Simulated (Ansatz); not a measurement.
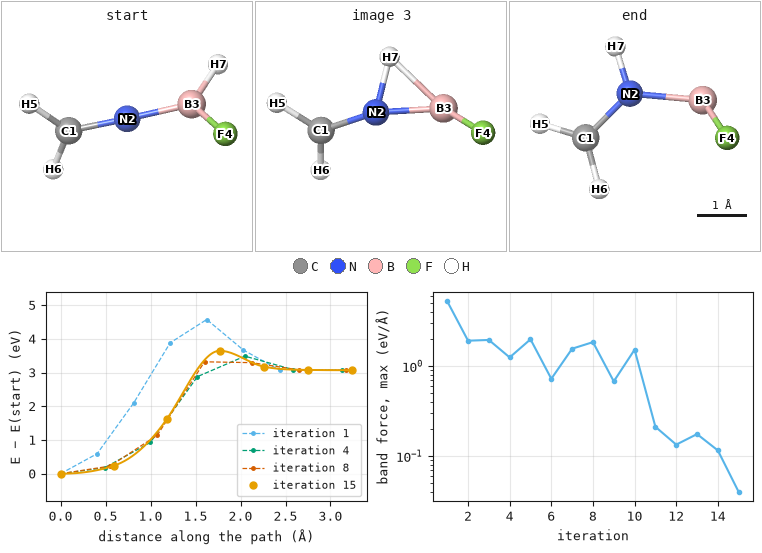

A nudged-elastic-band calculation for CH₃BFN. Images are numbered from 0 (start) to 6 (end). The plot follows the band through its iterations. A ball-and-stick model, seen from a free direction.

Computed with Ansatz 0.2.0, RKS B3LYP-D4/def2-SVP. Run with 5 movable images; climbing image; force threshold 0.05 eV/Å; iteration limit 60; starting path by straight interpolation.

**Did the band converge, and can the barrier be trusted?**

The run is converged, with reservations. The band converged in 15 iterations. The largest component of the band force went from 5.3 to 0.04 eV/Å. The climbing image converged on the top of the path. Its curvatures weren't checked. The straight starting path can push atoms close together and costs iterations. The first iteration put the highest image at 4.57 eV. The energy climbs by 3.65 eV to image 3 and then falls by 0.58 eV, so the end point sits at +3.07 eV.

Cost: 2.6 min on 1 thread of Arm Neoverse V1, with other jobs on the host, peak memory 0.24 GiB.
